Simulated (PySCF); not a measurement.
```yaml
atoms:
  - { symbol: Rb, position_ang: [0.0000, 0.0000, -0.7843] }
  - { symbol: Na, position_ang: [0.0000, 0.0000, 2.8967] }
```

Computed with PBE0/x2c-TZVPall, spin-free X2C-1e, Gaussian nucleus, at a bond length of 3.681 Å (PySCF 2.14.0).

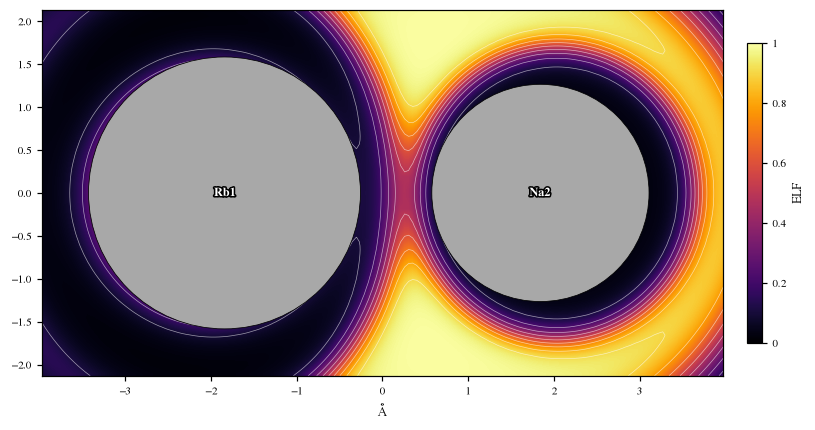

RbNa. ELF on a plane that holds the molecular axis. Grey discs cover the atomic cores.

**Interpret the plot.**

The plane passes through Rb and Na nuclei.
Rb–Na (3.68 Å): the ELF is about 0.20 at the midpoint.
